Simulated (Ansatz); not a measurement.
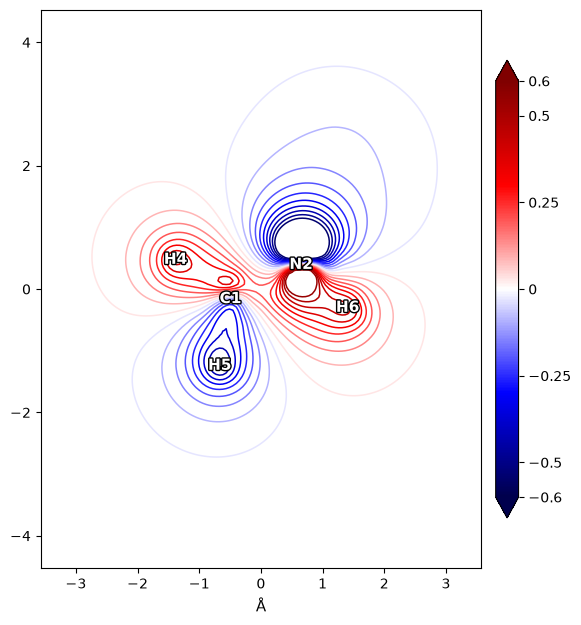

Figure 1: CH3NZn. The HOMO−1 on the plane of atoms N2, C1 and H4 (values in Å⁻³ᐟ²; the overall sign is arbitrary).

Geometry: B3LYP/6-31G*.

Computed with isolated molecule in a Gaussian basis; Kohn-Sham density functional theory, functional PBE0 (Ansatz).

```yaml
atoms:
  - { symbol: C, position_ang: [-0.8741, 0.4454, -1.2889] }
  - { symbol: N, position_ang: [-0.7159, -0.7799, -0.9743] }
  - { symbol: Zn, position_ang: [-0.0848, -1.7806, 1.1236] }
  - { symbol: H, position_ang: [-1.3232, 1.1191, -0.5569] }
  - { symbol: H, position_ang: [-0.5764, 0.8869, -2.2459] }
  - { symbol: H, position_ang: [-0.2784, -1.3113, -1.7351] }
```

> What is the character of this orbital?

By Hirshfeld shares it lies mainly on N2 (about 50 %), C1 (about 15 %), Zn3 (about 15 %), H5 (about 10 %), H6 (about 5 %) and H4 (about 5 %). Its energy is −9.20 eV.
